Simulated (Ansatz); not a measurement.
Bond-angle distributions (per cent of the angles at each element, bins of 10°) of a relaxed model of amorphous Cu22Sn3I28 at 5.71 g/cm³. The numbers are results of PBE-D3(BJ), scalar-relativistic without spin-orbit coupling (plane waves to 420 eV, PAW; Ansatz, a program for electronic structure), not measurements.

It comes from a melt-quench run on a machine-learned potential (CHGNet), relaxed afterwards by DFT. The hot cell started wider than the set density and was brought back towards it in steps. It is the lowest in DFT energy of 3 quenches. It is a model cell: composition and starting density were chosen by hand, and all elements were melted together. The geometry includes D3(BJ) dispersion. Its density started from a set value of 6.04 and ended at 5.71 g/cm³. The simulated quench (nominally 76 K/ps over its main leg) is rapid and tends to freeze in more defects than a deposited or slowly cooled glass has. One small periodic cell is one sample of the glass; other quenches scatter about these values. Volume and shape were free in the relaxation.

Cut-offs for bonds: Cu-Cu 3.20 Å, Cu-Sn 3.25 Å, Cu-I 3.14 Å, Sn-Sn 3.34 Å, Sn-I 3.34 Å, I-I 3.34 Å.

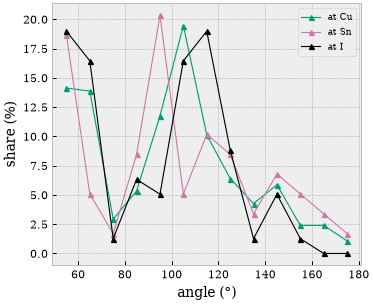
*Bond-angle distributions*

They go with these counts of neighbours within the cut-offs, cation contacts included: Cu mean 6.2, most often 7; Sn mean 6.7, most often 8; I mean 2.9, most often 3.
